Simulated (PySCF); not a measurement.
## Electronic structure of C₃H₈O₂Si₂ in real space

Input

```
{"job": {"kind": "uv", "xc": "B3LYP", "basis": "def2-SVPD", "nstates": 8, "ntriplets": 3}, "charge": 0, "multiplicity": 1}
C      0.433436     2.462239     1.713148
C      0.020226     1.448868     1.217204
Si    -0.624693    -0.107496     0.428727
C     -1.838258     0.276584    -0.966367
O     -1.420652    -1.033299     1.500859
O      0.673406    -0.944439    -0.096651
Si     2.028997    -1.194301    -0.940109
H      0.794851     3.348402     2.151059
H     -2.706475     0.802550    -0.583962
H     -1.377842     0.901817    -1.725081
H     -2.186971    -0.632257    -1.447398
H     -0.954485    -1.500602     2.189118
H      3.066072    -0.325382    -0.385523
H      2.313380    -2.612630    -0.730315
H      1.774594    -0.882064    -2.346621
```

Run with:

```sh
OMP_NUM_THREADS=1 python probes_run.py task.json out
```

Geometry: GFN2-xTB.

Computed with PySCF, B3LYP/def2-SVPD, SCF density, gas phase.

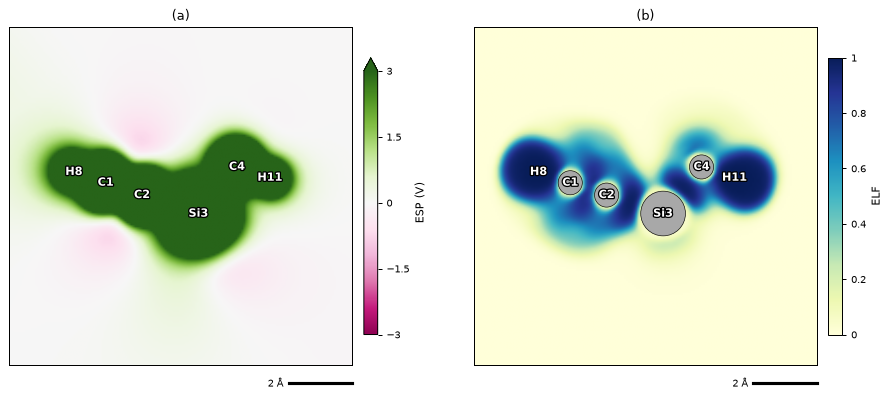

Figure 1. (a) electrostatic potential; (b) ELF on the plane of atoms Si3, C4 and H11. Grey discs cover the atomic cores in the ELF map.

Question: Describe what can be read from this map.

Answer:
- Atoms in the plane: C, Si and H.
- C–C (1.20 Å): the ELF peaks at about 0.85 between the atoms (a short, multiple covalent bond).
- C–Si (1.86 Å): the ELF peaks at about 1 between the atoms (a covalent bond).
- C–H (1.05 Å): the ELF climbs to about 1 towards the hydrogen, as it does in any bond to H: a covalent bond by its length.
- Outside the dense part of the molecule the potential is most negative (−0.7 V) near C2.

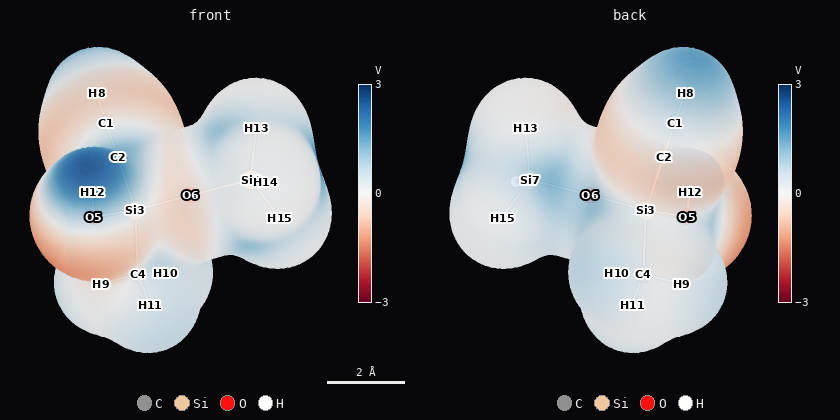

Figure 2. The electrostatic potential painted on the density surface at 0.002 e/bohr³, seen from the front and from behind; the colour scale runs from red (negative) to blue (positive).

Question: Which sites attract a positive test charge, and which a negative one?

Answer: A positive charge is drawn to the negative regions and a negative charge to the positive ones. The most negative region (about −1.3 V) lies over O5, the most positive (about +2.4 V) over H12. O5 is the likeliest acceptor of a hydrogen bond.
